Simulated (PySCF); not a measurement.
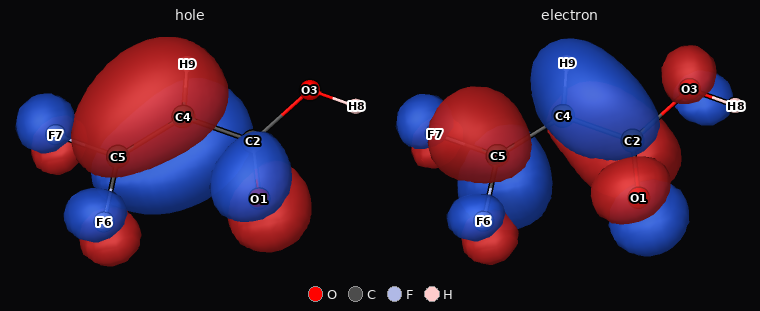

*C3H2F2O2, SMILES `O=C(O)C=C(F)F`. Leading natural transition orbital pair of S₂ (CIS singlet states); the surfaces enclose about 85 % of each orbital's density.*

Level of theory: HF/cc-pVDZ (PySCF), at a geometry from GFN2-xTB. No frequency check shows the geometry to be a minimum. Without diffuse functions Rydberg states are missing, so the states' numbers hold for this basis only.

Input script:

```python
import numpy as np
from pyscf import gto, scf, dft, tdscf
from pyscf.scf import atom_ks, atom_hf
from scipy.linalg import block_diag

def solve(mol, dm0=None, hcore=None):
    mf = scf.UHF(mol) if mol.spin else scf.RHF(mol)
    mf = mf.density_fit(auxbasis='def2-universal-jkfit')
    mf.conv_tol, mf.max_cycle = 1e-8, 80
    if hcore is not None:
        mf.get_hcore = lambda *args: hcore
    mf.kernel(dm0)
    if not mf.converged:
        mf = mf.newton().run(mf.mo_coeff, mf.mo_occ, max_cycle=30)
    assert mf.converged, 'SCF not converged'
    return mf

mol = gto.M(atom='''
O     -1.41192     1.22853     0.00000
C     -1.28241     0.03535     0.00000
O     -2.31612    -0.81566     0.00000
C     -0.00659    -0.70689     0.00000
C      1.18036    -0.11579     0.00000
F      1.42049     1.17145     0.00000
F      2.32320    -0.77919     0.00000
H     -3.15418    -0.32693     0.00000
H     -0.06281    -1.78245     0.00000
''', basis='cc-pvdz', charge=0, spin=0, verbose=4)
mf = solve(mol)
td = mf.TDA()
td.nstates, td.singlet, td.conv_tol = 4, True, 1e-5
td.kernel()
td.analyze()
x, y = np.array([p[0] for p in td.xy]), np.array([p[1] + 0 * p[0] for p in td.xy])
f, mu = td.oscillator_strength(), td.transition_dipole()
nto = [td.get_nto(state=i + 1, verbose=4) for i in range(len(td.e))]
# spherically averaged free atoms, for the promolecule
atm = scf.atom_hf.get_atm_nrhf(mol)
pro = block_diag(*[(atm[a[0]][2] * atm[a[0]][3]) @ atm[a[0]][2].T for a in mol._atom])
np.savez('result.npz', e=td.e, f=f, ok=td.converged, w=[n[0] for n in nto], nto=[n[1] for n in nto], x=x, y=y, c=mf.mo_coeff, occ=mf.mo_occ, eps=mf.mo_energy, pro=pro, mu=mu)
```

Launched as:

```sh
OMP_NUM_THREADS=1 python input.py
```

The run took 63 s on 1 thread of Arm Neoverse V2, with other jobs on the host, peak memory 0.21 GiB.

Give its energy, strength and character.

Answer. 7.87 eV (158 nm), f = 0.536 (bright), π → π*; the leading pair carries 95 %; hole on C4 (39 %), C5 (26 %) and O1 (14 %), electron on C5 (30 %), C2 (21 %) and C4 (19 %); their centroids lie 0.2 Å apart. In canonical orbitals it is mainly HOMO → LUMO (95 %). The HOMO–LUMO gap is 14.10 eV.
